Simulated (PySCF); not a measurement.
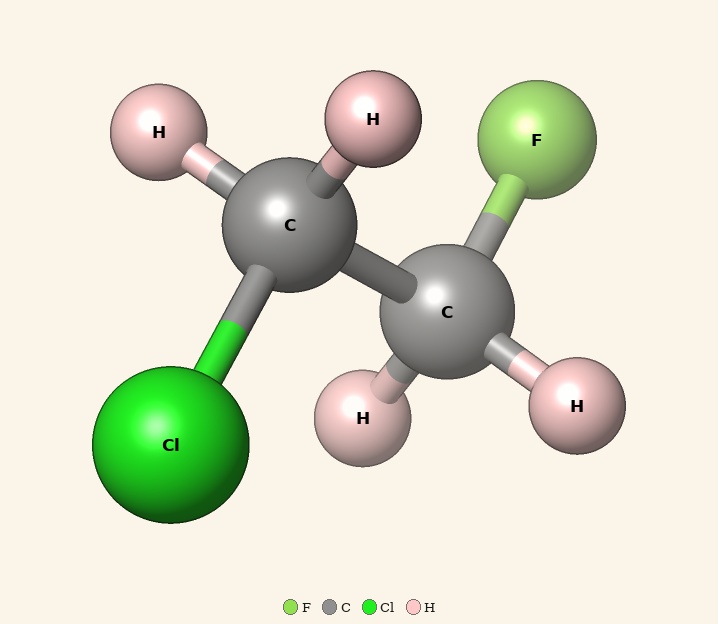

Orthographic view. Atoms fade into the background with distance from the viewer. The computed structure is the end point of a PBE0-D3(BJ)/def2-SVP optimisation. No frequency run is at hand to confirm it as a minimum.

Q: Give the standard InChI.

A: InChI=1S/C2H4ClF/c3-1-2-4/h1-2H2
